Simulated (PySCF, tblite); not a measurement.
# C₇H₈B radical: geometry, infrared bands and EPR parameters

Wanted: the infrared bands and EPR parameters of C₇H₈B radical (`Bc1ccccc1[CH2]`), by calculation.

The runs use tblite 0.8.0 and PySCF 2.14.0, with density-fitted response routines of our own; the level of theory stands in each step. All values are computed, except where a source is named. Atoms are numbered from 0 throughout.

## 1. The starting structure

16 atoms, charge 0, multiplicity 2; geometry from: force field or distance geometry start.

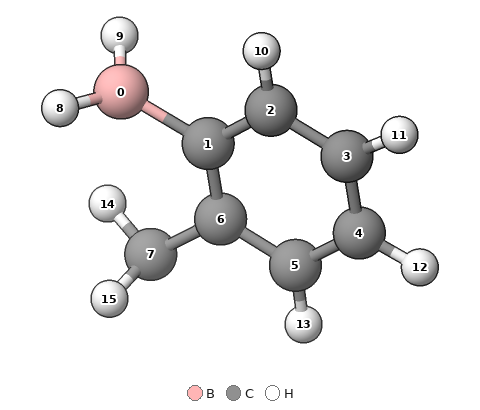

As it starts; boron pink, carbon grey, hydrogen white, atoms numbered.

## 2. Optimising the geometry with GFN2-xTB

What the job is given:

```
{"job": {"kind": "relax", "xc": "GFN2-xTB", "basis": "xTB"}, "charge": 0, "multiplicity": 2}
B      1.953600    -1.133300     0.159800
C      0.474900    -0.552800     0.044400
C     -0.580100    -1.446000     0.182300
C     -1.868600    -0.921000     0.075300
C     -2.103300     0.432400    -0.123300
C     -1.031600     1.312900    -0.257300
C      0.242500     0.784200    -0.160500
C      1.407400     1.737000    -0.286500
H      2.581500    -1.092500     1.139200
H      2.413500    -1.603800    -0.800400
H     -0.404600    -2.495200     0.342900
H     -2.751500    -1.551000     0.171300
H     -3.133800     0.801700    -0.189800
H     -1.183200     2.368200    -0.423200
H      2.319700     1.213900    -0.616500
H      1.656100     2.154300     0.730900
```

Command:

```
OMP_NUM_THREADS=1 python probes_run.py task.json out
```

This one command runs all jobs of the session in turn.

The log of the run:

```text
step      E/eV     max force
  0    -548.72829    3.192
  1    -548.98829    1.894
  2    -549.08838    1.059
  3    -549.19478    1.015
  4    -549.27526    0.625
  5    -549.30312    0.491
  6    -549.32573    0.471
  7    -549.36854    0.509
  8    -549.40221    0.636
  9    -549.44957    0.534
 10    -549.50319    0.727
 11    -549.55465    1.076
 12    -549.60019    1.011
 13    -549.64866    0.688
 14    -549.68970    0.881
 15    -549.72390    0.606
 16    -549.76040    0.584
 17    -549.78919    0.805
 18    -549.80709    0.473
 19    -549.82150    0.228
 20    -549.83231    0.254
 21    -549.84447    0.245
 22    -549.85170    0.247
 23    -549.85667    0.226
 24    -549.86241    0.209
 25    -549.86873    0.248
 26    -549.87398    0.193
 27    -549.87794    0.174
 28    -549.88101    0.158
 29    -549.88378    0.171
 30    -549.88655    0.137
 31    -549.88957    0.139
 32    -549.89259    0.138
 33    -549.89550    0.137
 34    -549.89831    0.148
 35    -549.90108    0.124
 36    -549.90371    0.131
 37    -549.90634    0.158
 38    -549.90958    0.188
 39    -549.91438    0.235
 40    -549.92141    0.252
 41    -549.92990    0.217
 42    -549.93728    0.162
 43    -549.94233    0.199
 44    -549.94668    0.249
 45    -549.95078    0.250
 46    -549.95716    0.164
 47    -549.96499    0.196
 48    -549.96820    0.163
 49    -549.97278    0.153
 50    -549.97742    0.196
 51    -549.98224    0.205
 52    -549.98653    0.203
 53    -549.99107    0.212
 54    -549.99617    0.209
 55    -550.00127    0.390
 56    -550.00812    0.269
 57    -550.01561    0.138
 58    -550.01843    0.098
 59    -550.02061    0.099
 60    -550.02216    0.109
 61    -550.02361    0.082
 62    -550.02438    0.093
 63    -550.02517    0.052
 64    -550.02559    0.062
 65    -550.02612    0.058
 66    -550.02675    0.059
 67    -550.02748    0.065
 68    -550.02816    0.059
 69    -550.02875    0.053
 70    -550.02928    0.045
 71    -550.02971    0.044
 72    -550.02998    0.034
 73    -550.03016    0.032
 74    -550.03035    0.036
 75    -550.03057    0.033
 76    -550.03077    0.034
 77    -550.03091    0.029
 78    -550.03103    0.032
 79    -550.03120    0.031
 80    -550.03143    0.034
 81    -550.03166    0.030
 82    -550.03180    0.033
 83    -550.03192    0.029
 84    -550.03204    0.023
 85    -550.03219    0.023
 86    -550.03231    0.025
 87    -550.03241    0.021
 88    -550.03248    0.021
 89    -550.03255    0.022
 90    -550.03260    0.019
 91    -550.03266    0.020
 92    -550.03273    0.022
 93    -550.03282    0.025
 94    -550.03291    0.027
 95    -550.03299    0.024
 96    -550.03307    0.021
 97    -550.03317    0.023
 98    -550.03329    0.025
 99    -550.03342    0.032
100    -550.03355    0.032
101    -550.03366    0.031
102    -550.03376    0.021
103    -550.03385    0.022
104    -550.03394    0.024
105    -550.03407    0.030
106    -550.03426    0.037
107    -550.03449    0.039
108    -550.03466    0.032
109    -550.03474    0.024
110    -550.03480    0.023
111    -550.03484    0.017
112    -550.03487    0.019
113    -550.03490    0.017
114    -550.03493    0.015
115    -550.03496    0.012
116    -550.03498    0.011
117    -550.03500    0.014
118    -550.03503    0.017
119    -550.03506    0.016
120    -550.03509    0.017
121    -550.03513    0.014
122    -550.03516    0.015
123    -550.03519    0.014
124    -550.03521    0.015
125    -550.03523    0.015
126    -550.03525    0.009
```

It took 0.77 s on 1 thread of Arm Neoverse V1, shared host.

The steps of the relaxation: (not every step is listed)

| step | energy from step 0 (eV) | largest force (eV/Å) |
| --- | --- | --- |
| 0 | 0.0000 | 3.1916 |
| 1 | -0.2600 | 1.8943 |
| 2 | -0.3601 | 1.0590 |
| 3 | -0.4665 | 1.0147 |
| 4 | -0.5470 | 0.6248 |
| 5 | -0.5748 | 0.4913 |
| 6 | -0.5974 | 0.4712 |
| 7 | -0.6403 | 0.5091 |
| 8 | -0.6739 | 0.6356 |
| 19 | -1.0932 | 0.2279 |
| 30 | -1.1583 | 0.1366 |
| 41 | -1.2016 | 0.2174 |
| 52 | -1.2582 | 0.2029 |
| 63 | -1.2969 | 0.0520 |
| 74 | -1.3021 | 0.0362 |
| 85 | -1.3039 | 0.0226 |
| 96 | -1.3048 | 0.0208 |
| 107 | -1.3062 | 0.0394 |
| 118 | -1.3067 | 0.0169 |
| 121 | -1.3068 | 0.0140 |
| 122 | -1.3069 | 0.0152 |
| 123 | -1.3069 | 0.0142 |
| 124 | -1.3069 | 0.0150 |
| 125 | -1.3069 | 0.0146 |
| 126 | -1.3070 | 0.0094 |

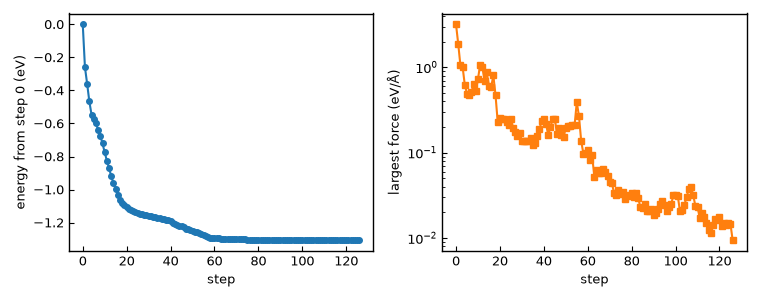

Energy and largest force along the relaxation.

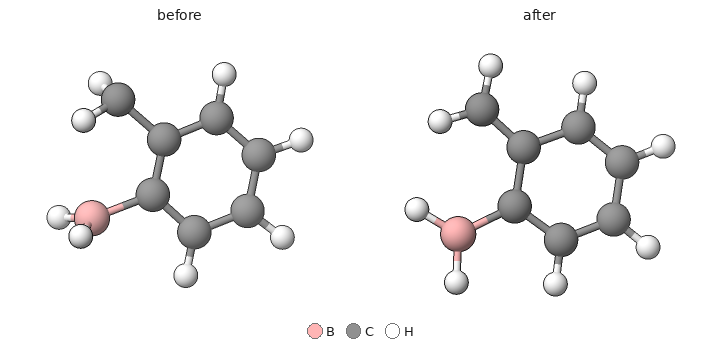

The geometry before (left) and after (right).

Close pairs (by a distance rule), those that changed most:

| bond | before (Å) | after (Å) | change (Å) |
| --- | --- | --- | --- |
| C6–C7 | 1.510 | 1.373 | -0.137 |
| C1–C6 | 1.372 | 1.448 | +0.075 |
| B0–C1 | 1.593 | 1.539 | -0.054 |
| C7–H15 | 1.127 | 1.077 | -0.051 |
| C5–C6 | 1.383 | 1.430 | +0.047 |
| C7–H14 | 1.102 | 1.072 | -0.030 |
| C4–C5 | 1.393 | 1.365 | -0.028 |
| C4–H12 | 1.097 | 1.081 | -0.016 |

The next job starts from the end point, and lists it.

## 3. Harmonic vibrations with GFN2-xTB

What the job is given:

```
{"job": {"kind": "ir", "xc": "GFN2-xTB", "basis": "xTB"}, "charge": 0, "multiplicity": 2}
B      1.943639    -1.318925     0.109181
C      0.568859    -0.632622     0.027432
C     -0.574982    -1.436468    -0.002577
C     -1.859268    -0.928731    -0.052342
C     -2.057655     0.455746    -0.077639
C     -0.980570     1.294504    -0.056962
C      0.360133     0.799729    -0.007066
C      1.389558     1.708138     0.000565
H      2.950104    -0.729459     0.192259
H      1.985236    -2.489433     0.097149
H     -0.443950    -2.509178     0.018285
H     -2.708788    -1.595143    -0.071085
H     -3.061653     0.854012    -0.115311
H     -1.123797     2.365695    -0.079467
H      2.418035     1.405808     0.032242
H      1.187501     2.765270    -0.026076
```

The log of the run:

```text
mode    cm-1     km/mol
  1      44.5      0.34
  2     154.8      0.51
  3     216.3      0.38
  4     338.6      0.30
  5     379.2      0.30
  6     394.9      0.37
  7     438.9      1.84
  8     472.3      0.22
  9     537.6      0.09
 10     559.0      1.09
 11     673.9      9.98
 12     746.2     17.36
 13     751.5      4.70
 14     799.2     46.74
 15     815.5    118.23
 16     822.1      7.86
 17     860.8      4.46
 18     865.3      6.54
 19     915.7      0.05
 20     922.3      0.16
 21     947.3      0.09
 22    1089.1      0.92
 23    1111.3      9.50
 24    1172.2      0.33
 25    1181.6      0.13
 26    1234.3     61.85
 27    1270.3     79.52
 28    1310.2      0.72
 29    1351.0      4.40
 30    1396.3      4.00
 31    1425.6     39.51
 32    1477.8      5.28
 33    1496.0      1.33
 34    1568.6     13.46
 35    2631.0    185.60
 36    2655.8    122.73
 37    3065.2      9.62
 38    3071.4      3.94
 39    3077.4     81.91
 40    3088.9     61.44
 41    3112.3     13.68
 42    3174.6     12.06
```

It took 0.47 s on 1 thread of Arm Neoverse V1, shared host.

The strongest bands and the atoms that carry them (share of the mass-weighted mode):

```
cm⁻¹  km/mol                                atoms
 799    46.7          H15 34 %, H14 33 %, C7 25 %
 816   118.2            H9 31 %, H8 29 %, B0 26 %
1234    61.9  H13 21 %, H8 18 %, H9 13 %, B0 12 %
1270    79.5  H10 36 %, C1 18 %, H9 12 %, B0 11 %
2631   185.6                     H9 74 %, H8 21 %
2656   122.7            H8 71 %, H9 18 %, B0 11 %
3077    81.9         H12 40 %, H13 29 %, H10 16 %
3089    61.4         H11 60 %, H12 16 %, H10 13 %
```

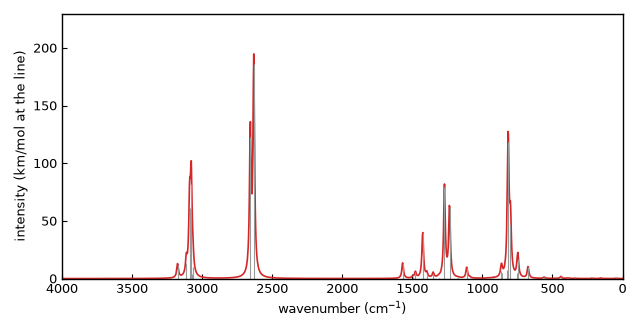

The infrared spectrum from these modes, unscaled. Lines are broadened to a width of 14 cm⁻¹ (Lorentzian).

## 4. g tensor and hyperfine couplings: B3LYP/pcH-1

The job, as its differences from that of step 3:

```diff
@@ -1,2 +1,2 @@
-{"job": {"kind": "ir", "xc": "GFN2-xTB", "basis": "xTB"}, "charge": 0, "multiplicity": 2}
+{"job": {"kind": "epr", "basis": "pcH-1"}, "charge": 0, "multiplicity": 2}
 B      1.943639    -1.318925     0.109181
```

With the program's defaults for keys left out, this is: UKS B3LYP, pcH-1 on B C H, non-relativistic, mean-field spin-orbit, GIAO.

The log of the run:

```text
UKS, coarse grid
  cycle   1  E = -296.32820454  |g| = 2.74e-01
  cycle   2  E = -296.33122298  |g| = 2.75e-01
  cycle   3  E = -296.37284793  |g| = 7.38e-02
  cycle   4  E = -296.37540998  |g| = 3.43e-02
  cycle   5  E = -296.37613627  |g| = 9.14e-03
  cycle   6  E = -296.37622993  |g| = 6.19e-03
  cycle   7  E = -296.37627780  |g| = 3.06e-03
  cycle   8  E = -296.37628762  |g| = 1.43e-03
  cycle   9  E = -296.37628981  |g| = 5.91e-04
UKS, final grid
  cycle   1  E = -296.37629252  |g| = 9.56e-04
  cycle   2  E = -296.37629111  |g| = 1.86e-03
  cycle   3  E = -296.37629313  |g| = 1.26e-04
  cycle   4  E = -296.37629314  |g| = 8.24e-05
  cycle   5  E = -296.37629317  |g| = 4.53e-05
  cycle   6  E = -296.37629317  |g| = 1.14e-05
E = -296.37629317 Eh   <S^2> = 0.7796 (exact 0.7500)
g shifts (ppm)      1          2          3
  rmc          -135       -135       -135
  gc             -2         29         31
  oz_so          -1        493        609
  total        -139        386        505
hyperfine (MHz)  atom isotope    a_iso     a_fc   dipolar eigenvalues
    0   11B      -2.46      -2.46     -4.40     -2.68      7.08
    1   13C      16.85      16.85    -16.66    -16.11     32.77
    2   13C     -19.04     -19.04    -13.01      5.44      7.57
    3   13C      23.94      23.94    -21.82    -20.31     42.13
    4   13C     -20.49     -20.49    -14.74      6.51      8.22
    5   13C      23.30      23.30    -18.82    -18.40     37.21
    6   13C     -38.99     -38.99    -20.83      8.50     12.33
    7   13C      54.48      54.48    -53.52    -52.33    105.85
    8    1H      -4.17      -4.17     -2.01     -0.66      2.66
    9    1H      -4.36      -4.36     -3.00     -1.08      4.08
   10    1H       5.38       5.38     -2.45     -0.89      3.34
   11    1H     -17.99     -17.99    -10.68     -0.27     10.95
   12    1H       6.18       6.18     -2.25     -1.03      3.28
   13    1H     -15.60     -15.60     -5.81     -2.27      8.07
   14    1H     -42.36     -42.36    -24.31     -1.31     25.62
   15    1H     -41.94     -41.94    -24.56     -1.21     25.78
```

Run time: 83 s. Hardware: 1 thread of Arm Neoverse V1, shared host; peak memory 1.1 GiB.

Principal g values 2.00218, 2.00271, 2.00282; g(iso) = 2.00257, against 2.00232 for a free electron.

Hyperfine couplings; where a row names several nuclei, a(iso) is their mean (it holds for fast rotation or exchange) and the dipolar term the largest among them:

```csv
nuclei,isotope,a(iso) (MHz),"a(iso) (G, at g = 2.0023)",largest dipolar term (MHz)
C7,13C,54.5,19.4,105.8
"H14, H15",1H,-42.2,-15.0,25.8
C6,13C,-39.0,-13.9,-20.8
C3,13C,23.9,8.5,42.1
C5,13C,23.3,8.3,37.2
C4,13C,-20.5,-7.3,-14.7
C2,13C,-19.0,-6.8,-13.0
H11,1H,-18.0,-6.4,10.9
C1,13C,16.8,6.0,32.8
H13,1H,-15.6,-5.6,8.1
H12,1H,6.2,2.2,3.3
H10,1H,5.4,1.9,3.3
"H8, H9",1H,-4.3,-1.5,4.1
B0,11B,-2.5,-0.9,7.1
```

Mulliken spin populations:

B0 0.07; C1 0.24; C2 -0.12; C3 0.28; C4 -0.12; C5 0.24; C6 -0.20; C7 0.69; H8 0.00; H9 0.00; H10 0.00; H11 -0.01; H12 0.00; H13 -0.01; H14 -0.03; H15 -0.03

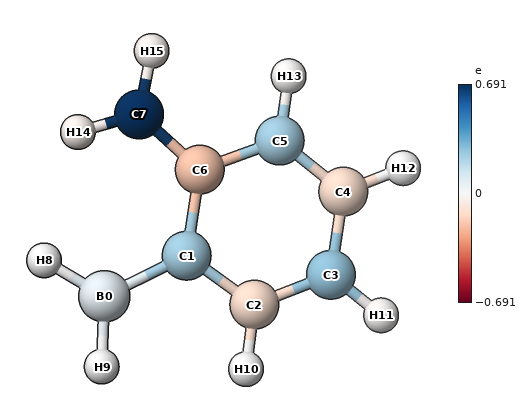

Mulliken spin populations, as colours on the atoms.

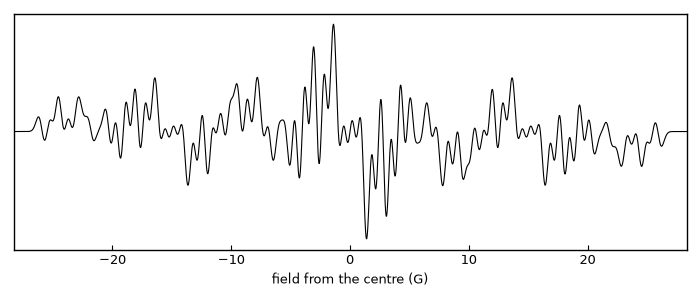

First-order isotropic spectrum (first derivative, main isotopes with spin only, couplings over 0.8 MHz, Gaussian width 0.3 G; couplings of the frozen geometry, rotation of groups not averaged beyond the rows shown).

The fields below are evaluated on a grid from the run's orbitals.

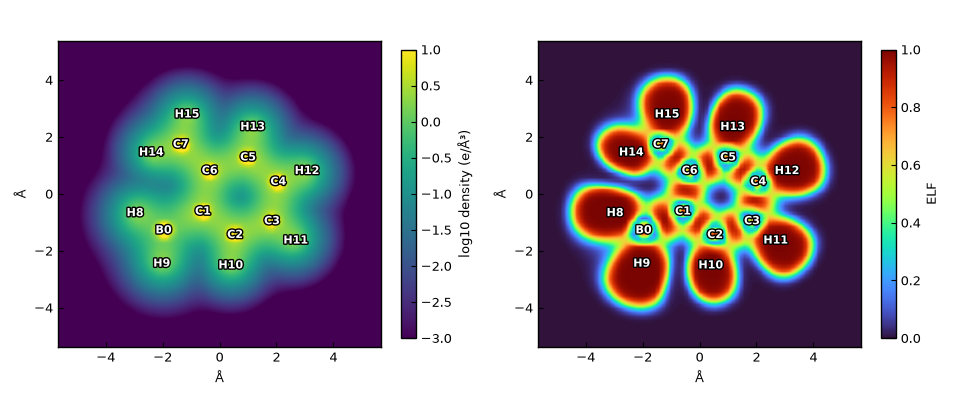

Density (left) and ELF (right) in a plane through or near 16 of the atoms.

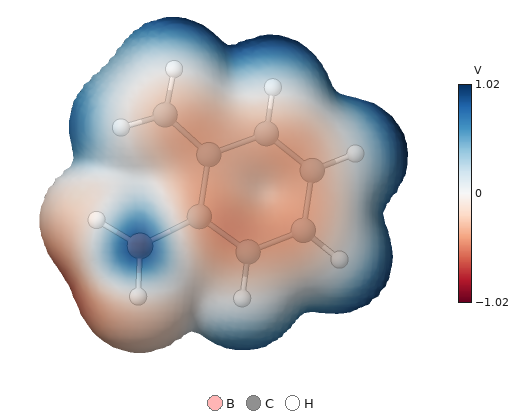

Electrostatic potential on the surface of density 0.002 e/bohr³; red is low, blue high. It runs from -0.49 to 1.02 V.

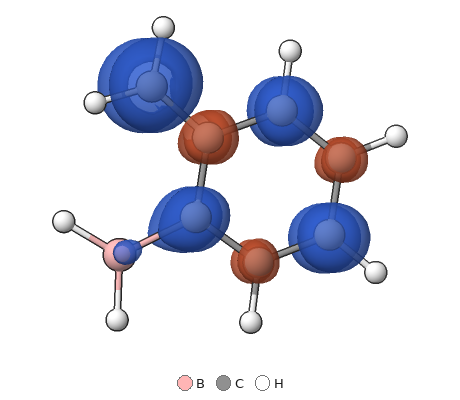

Spin density at ±0.03 e/Å³ (alpha excess blue, beta excess red).

## 5. Results

| quantity | value |
| --- | --- |
| strongest single infrared mode (GFN2-xTB) | 2631 cm⁻¹, 186 km/mol |
| zero-point energy (GFN2-xTB) | 76.6 kcal/mol |
| g(iso) (B3LYP) | 2.00257 |
| ⟨S²⟩ | 0.780 (exact 0.75) |
| largest a(iso) (averaged by class) | 13C on C7, 54.5 MHz |
| potential on the surface of density 0.002 e/bohr³, 1st and 99th percentile | -0.49 V and 1.02 V |

Over 126 steps the energy fell by 1.307 eV; of the close pairs, C6–C7 changed most, 1.510 to 1.373 Å. No mode is imaginary among the 42: a minimum at this level. The strongest single mode, at 2631 cm⁻¹, moves mainly H9. GFN2-xTB is a fitted tight-binding method: band positions and strengths are rough. Its intensities can rank the bands wrongly. C7 carries the largest spin population, 0.69 e. The isotropic g lies 0.3 ppt above the free-electron value. The conformer search found further structures of the same energy, which may be mirror or relabelled copies of this one.
